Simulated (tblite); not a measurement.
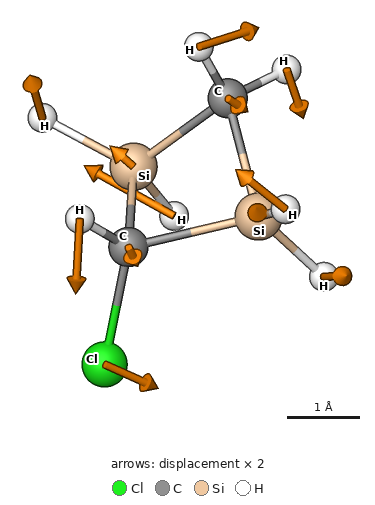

This is a relaxation of C2H7ClSi2. The starting structure is drawn; orange arrows show the displacements, 2 times their true length. The two geometries are superimposed by the best rigid fit.

Style: ball-and-stick. Shown at a tilt.

The calculation used GFN2-xTB geometry optimisation, gas phase in tblite 0.8.0. 

Q: Describe the change and its energy.

A: Over 67 geometry steps the energy falls by 51.5 kJ/mol. An H atom moves most after the best rigid fit: 0.74 Å. Largest moves by element: H 0.74 Å, Cl 0.48 Å, C 0.24 Å, Si 0.23 Å. Among the contacts that change: C–Si 1.877 → 1.933 Å, C–Si 1.887 → 1.920 Å, C–H 1.115 → 1.087 Å, C–Cl 1.772 → 1.793 Å. Among the angles between lasting bonds that change: Cl–C–H 116.8° → 104.8°, Cl–C–Si 106.4° → 115.2°, H–C–H 114.7° → 106.2°. The run took 0.42 s on 1 thread of Arm Neoverse V1, on a shared host.
